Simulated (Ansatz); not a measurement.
The starting structures come from a database of crystals and need not be the phases stable at ambient conditions.

 Where the default PAW files enter, the runs use the earlier of Ansatz's two default sets.

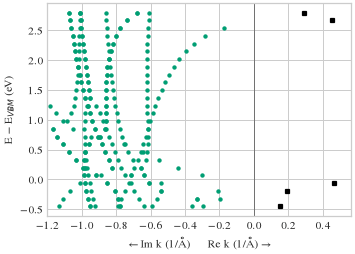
Complex bands at the centre of the two-dimensional zone; r2SCAN in Ansatz (a quantum-chemistry and plane-wave program)

The gap is the functional's own. No spin-orbit coupling. Mid-gap values are interpolated on the energy grid.

**Question.** This is K$_{2}$PdF$_{6}$ (P-3m1, not sure to be the ambient phase, 9 atoms a cell, 14.3 Å³ an atom) along the normal of (100). Read off the slowest decay at the centre of the two-dimensional zone at 1.24 eV, the computed energy nearest the middle of the gap.

**Answer.** κ ≈ 0.57 1/Å, a decay length 1/(2κ) of the density of 0.87 Å.
